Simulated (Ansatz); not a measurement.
```xyz
12

B    -1.7274    1.9146    0.1732
Si   -0.9563    0.1297   -0.3083
N     0.5766   -0.1738    0.4401
Si    1.7913   -1.3062   -0.0257
H    -2.6599    2.3453   -0.4403
H    -1.3314    2.5697    1.0943
H    -2.0134   -0.8604    0.0898
H    -0.7794   -0.0350   -1.7781
H     0.7145    0.2824    1.3309
H     1.7449   -2.5787    0.7497
H     3.1447   -0.7184    0.1681
H     1.5727   -1.6243   -1.4598
```

Geometry: PBE0-D4/def2-TZVP.

These are results of RKS PBE0-D4/def2-TZVPP (Ansatz 0.2.0), not measurements.

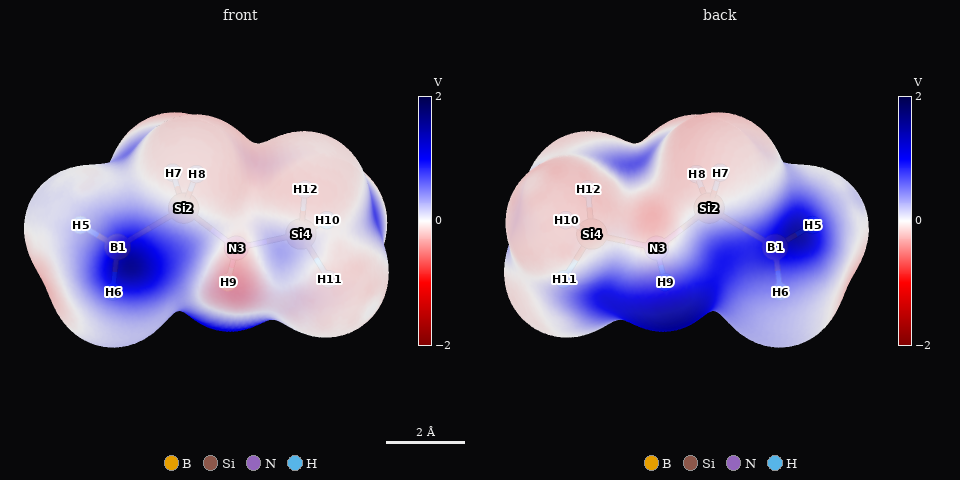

BH8NSi2. The electrostatic potential painted on the density surface at 0.001 e/bohr³, seen from the front and from behind; red is negative and blue positive.

Q: Which sites attract a positive test charge, and which a negative one?

A: A positive charge is drawn to the negative regions and a negative charge to the positive ones. The most negative region (about −0.3 V) lies over N3, the most positive (about +1.5 V) over B1 and H9.
